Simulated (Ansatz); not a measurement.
# CH$_{3}$InO (SMILES C[O][In]): what the fields show

The calculation's input:

```
basis:
  gaussian:
    orbitals: def2-TZVPD
crystal:
  periodic: [false, false, false]
  atoms:
    - {symbol: C, position_ang: [-0.356306, 0.013135, -2.101026]}
    - {symbol: In, position_ang: [-0.551499, 3.218167, -1.024194]}
    - {symbol: O, position_ang: [-0.435499, 1.331693, -1.658663]}
    - {symbol: H, position_ang: [0.434683, -0.108104, -2.854603]}
    - {symbol: H, position_ang: [-0.133361, -0.673275, -1.271940]}
    - {symbol: H, position_ang: [-1.302112, -0.312447, -2.556763]}
output: {forces: true, orbitals: {seedname: orbitals}}
hamiltonian:
  xc: pbe0
```

Command:

```sh
ansatz run input.yaml --threads 2 --pin off --max-ram 4350MiB --events-out events.jsonl --progress --plain --runs-dir runs
```

Geometry: r2SCAN-D4/def2-TZVP; core potentials replace the inner electrons of In.

Level of theory: Ansatz 0.2.0, isolated molecule in a Gaussian basis; Kohn-Sham density functional theory, functional PBE0.

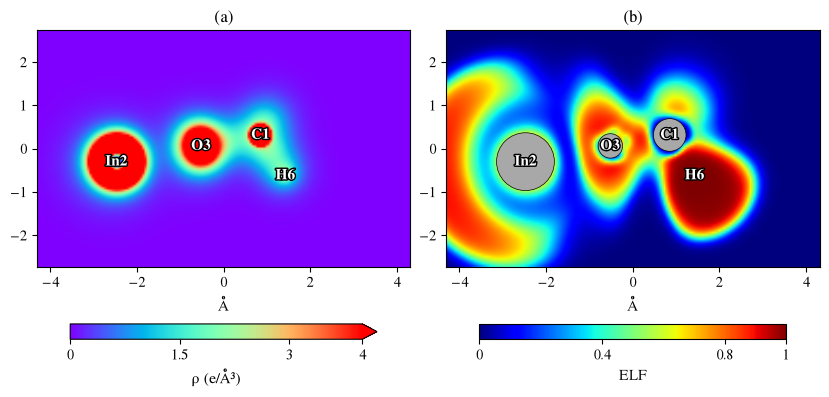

Figure 1. (a) electron density; (b) ELF on the plane of atoms O3, C1 and H6. Grey discs cover the atomic cores in the ELF map.

> Describe what can be read from this map.

- The section cuts through C, In, O and H sites.
- C–O (1.39 Å): ρ is about 2.1 e/Å³ halfway, with its minimum of 1.8 e/Å³ about 0.5 Å from C; the ELF peaks at about 0.90 between the atoms; a shared but strongly polarised pair.
- In–O (1.99 Å): ρ is about 0.7 e/Å³ halfway; the ELF peaks at about 0.80 in the valence shell of O, 0.5 Å from its nucleus, and drops to about 0.10 between the two atoms.
- C–H (1.10 Å): the density is about 2 e/Å³ at the midpoint; the ELF climbs to about 1 towards the hydrogen, as it does in any bond to H: a covalent bond by its length.
- The ELF also peaks beside O3, away from the bonds: lone-pair regions.

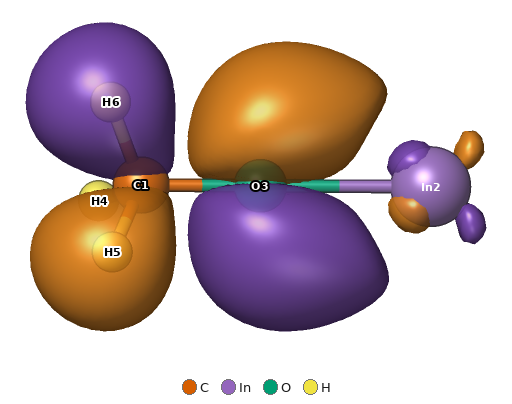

Figure 2. The HOMO at ±0.08 Å⁻³ᐟ² (orange and purple are the two phases), seen across its widest extent.

> Describe this orbital and give its energy.

Its weight (Hirshfeld) is mainly on O3 (about 60 %), C1 (about 15 %) and In2 (about 10 %). It is one of a degenerate set, so its orientation is arbitrary. Its energy is −7.00 eV.
